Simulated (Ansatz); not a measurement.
**BCCD(T)/STO-3G run of [B2H5]− (SMILES B[BH3-])**

Aim: the energy change on altering one bond length of [B2H5]− at BCCD(T)/STO-3G, from 2 runs. 

The results are computed with Ansatz 0.2.0.

1 further run of the same task is left out (set aside as unsound or not needed).

### Step 1. Starting point

The species is [B2H5]− (7 atoms), meant as a singlet with charge -1. SMILES: `B[BH3-]`. Geometry: relaxed at GFN2-xTB.

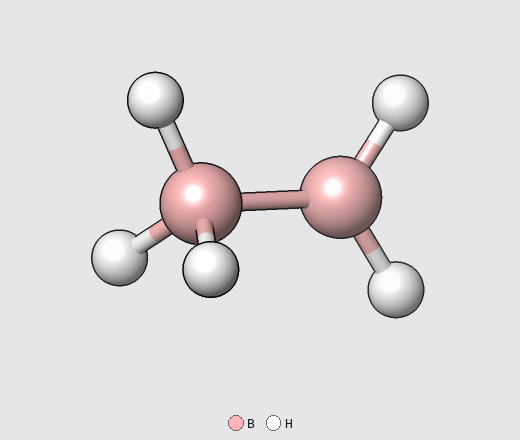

Viewed from a chosen angle; boron pink, hydrogen white.

### Step 2. The energy at BCCD(T)/STO-3G

The input, in.yaml:

```yaml
crystal:
  periodic: [false, false, false]
  atoms:
    - symbol: B
      position_ang: [0.210010, -0.813600, 0.474350]
    - symbol: B
      position_ang: [-0.119910, 0.613520, -0.349380]
    - symbol: H
      position_ang: [1.262150, -1.128320, 0.968990]
    - symbol: H
      position_ang: [-0.606320, -1.678230, 0.657480]
    - symbol: H
      position_ang: [-0.531530, 0.371570, -1.495060]
    - symbol: H
      position_ang: [-1.042200, 1.230100, 0.207460]
    - symbol: H
      position_ang: [0.827810, 1.404960, -0.463840]
basis:
  gaussian:
    orbitals: STO-3G
total_charge: -1
correlation:
  method: bccd_t
  frozen_orbitals: {B: 1, H: 0}
accuracy: high
scf:
  omitted_lower_state_checks: [cluster_reference, increment]
```

Command:

```sh
$ ansatz run in.yaml --threads 1 --pin off --max-ram 2610MiB --events-out events.jsonl --progress --plain --runs-dir runs
```

Output (excerpt; [...] marks lines left out):

```text
Warning: RAYON_NUM_THREADS=1 ignored (pool sized by the plan → 1); use --threads N
Functional definition: HF
  name "HF"
[...]
253 factors; integrals over basis functions are off by at most 2.6e-8 eV
[...]
mean field -1400.82756128 eV, -51.4794633621 hartree, gradient 8.7e-8 eV, S^2 0.000000; 0 other end points of the search recorded, 0 dependent functions left out
2 core orbitals not correlated: weight in the atoms' cores, before any rotation towards them, 1.000 or more for the frozen orbitals, at most 0.000 for the correlated occupied ones
reference -1400.82756128 eV, -51.4794633621 hartree; 6, 6 occupied and 7, 7 virtual orbitals, 253 factors
second order -2.11860165 eV of doubles, -0.00000000 eV of singles
cycle   1  -2.69884941 eV  change   -5.8e-1 eV  update   5.9e-2
[...]
cycle  20  -2.99491528 eV  change   4.8e-10 eV  update  6.2e-10
perturbative correction -0.02748099 eV, -0.0010099076 hartree
Total energy: -1403.84995755 eV, -51.5905343762 hartree
Checks for a lower state left out: cluster_reference, increment
```

Wall time 0.14 s (1 thread of Arm Neoverse V1, shared host).

### Step 3. The distorted shape

The input, molecule.yaml:

```yaml
basis:
  gaussian: {orbitals: STO-3G}
crystal:
  periodic: [false, false, false]
  atoms:
    - {symbol: B, position_ang: [0.414086, -0.597449, 0.428569]}
    - {symbol: B, position_ang: [0.084166, 0.829671, -0.395161]}
    - {symbol: H, position_ang: [1.466226, -0.912169, 0.923209]}
    - {symbol: H, position_ang: [-0.606320, -1.678230, 0.657480]}
    - {symbol: H, position_ang: [-0.327454, 0.587721, -1.540841]}
    - {symbol: H, position_ang: [-0.838124, 1.446251, 0.161679]}
    - {symbol: H, position_ang: [1.031886, 1.621111, -0.509621]}
total_charge: -1
correlation: {method: bccd_t, frozen_orbitals: {B: 1, H: 0}}
accuracy: high
scf: {omitted_lower_state_checks: [cluster_reference, increment]}
```

Command:

```sh
$ ansatz run molecule.yaml --threads 1 --pin off --max-ram 2610MiB --events-out events.jsonl --progress --plain --runs-dir runs
```

Output (excerpt; [...] marks lines left out):

```text
Warning: RAYON_NUM_THREADS=1 ignored (pool sized by the plan → 1); use --threads N
[... 2 set-up lines as earlier in the session ...]
[...]
252 factors; integrals over basis functions are off by at most 2.9e-8 eV
[...]
mean field -1399.67715207 eV, -51.4371866034 hartree, gradient 6.2e-9 eV, S^2 0.000000; 0 other end points of the search recorded, 0 dependent functions left out
2 core orbitals not correlated: weight in the atoms' cores, before any rotation towards them, 1.000 or more for the frozen orbitals, at most 0.000 for the correlated occupied ones
reference -1399.67715207 eV, -51.4371866034 hartree; 6, 6 occupied and 7, 7 virtual orbitals, 252 factors
second order -2.30476033 eV of doubles, -0.00000000 eV of singles
cycle   1  -2.94897454 eV  change   -6.4e-1 eV  update   6.6e-2
[...]
cycle  20  -3.29434515 eV  change  -5.6e-10 eV  update  9.9e-10
perturbative correction -0.03422606 eV, -0.0012577847 hartree
Total energy: -1403.00572329 eV, -51.5595093393 hartree
Checks for a lower state left out: cluster_reference, increment
```

Run time: 0.14 s. Hardware: 1 thread of Arm Neoverse V1, shared host.

### Step 4. Summary of results

At BCCD(T)/STO-3G, 2 core orbitals frozen:

```
                                                         quantity         value
                                        first shape: total energy  -51.59053 Eh
         first shape: correlation energy (2 core orbitals frozen)    -111.1 mEh
                                      first shape: (T) correction     -1.01 mEh
                                    distorted shape: total energy  -51.55951 Eh
     distorted shape: correlation energy (2 core orbitals frozen)    -122.3 mEh
                                  distorted shape: (T) correction     -1.26 mEh
energy change with the B1–H4 bond stretched from 1.203 to 1.504 Å      0.844 eV
```

**Reading.** With the B1–H4 bond stretched from 1.203 to 1.504 Å the energy rises by 0.84 eV (19.5 kcal/mol). The first shape isn't relaxed at this level, so the change isn't measured from a minimum. The minimal basis adds a large error of its own. The triples (first shape) make up 0.9 % of the correlation energy. The triples (distorted shape) make up 1.0 % of the correlation energy.
